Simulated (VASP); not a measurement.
Band structure of CsPbCl3 (space group R32). Computed with r2SCAN meta-GGA, VASP's PBE PAW potentials (set 64) (plane waves; VASP 6.6.1).

Unless said otherwise, spin-orbit coupling is left out, though it shifts the bands of the heavy elements here.

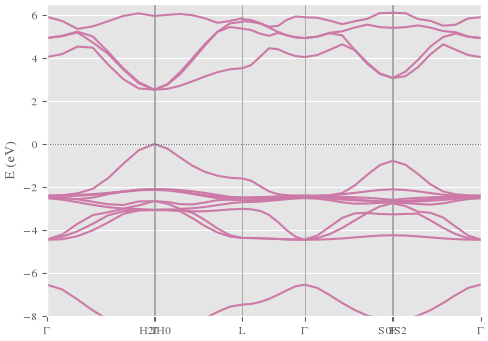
Figure. Bands along high-symmetry lines, zero at the valence-band maximum or, without a gap, the Fermi level

Question: Read the plot: is there a gap, and where are the band edges?

Answer: The gap is direct, 2.53 eV, from the valence maximum at H2 to the conduction minimum at H2.

The structure comes from a computed database's CsPbCl3 entry (R32); how it stands against other phases isn't given here. It was relaxed first.
